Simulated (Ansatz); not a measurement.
# Hypothetical Pm-3n BN: pressure series

The reference is BN (space group Pm-3n, No. 223; a hypothetical phase, not in the database extracts checked).

```
CELL_PARAMETERS angstrom
      4.44018     0.00000     0.00000
      0.00000     4.44018     0.00000
      0.00000     0.00000     4.44018
ATOMIC_POSITIONS crystal
  B  0.25000 0.00000 0.50000
  B  0.50000 0.25000 0.00000
  B  0.50000 0.75000 0.00000
  B  0.75000 0.00000 0.50000
  B  0.00000 0.50000 0.75000
  B  0.00000 0.50000 0.25000
  N  0.25000 0.50000 0.00000
  N  0.00000 0.25000 0.50000
  N  0.00000 0.75000 0.50000
  N  0.75000 0.50000 0.00000
  N  0.50000 0.00000 0.75000
  N  0.50000 0.00000 0.25000
```

Cell and atoms are relaxed at each pressure.

Computed with PBE (Ansatz, a first-principles code; PAW; 420 eV plane waves; no spin-orbit coupling).

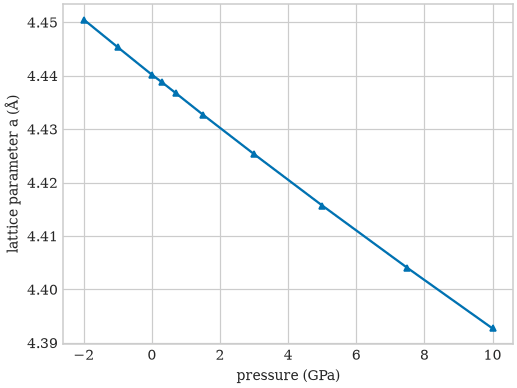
Figure: Lattice parameter a against pressure

**Question.** From the plot, what is the lattice parameter a for pressure −2 GPa?

**Answer.** About 4.451 Å.

**Question.** Is the trend monotonic over the range shown?

**Answer.** Yes, it falls throughout, spanning 4.393 Å to 4.451 Å.

Load acts through the strain it causes; cell and atoms are relaxed under it. Stability against distortions was not tested. Competing high-pressure phases were not computed.
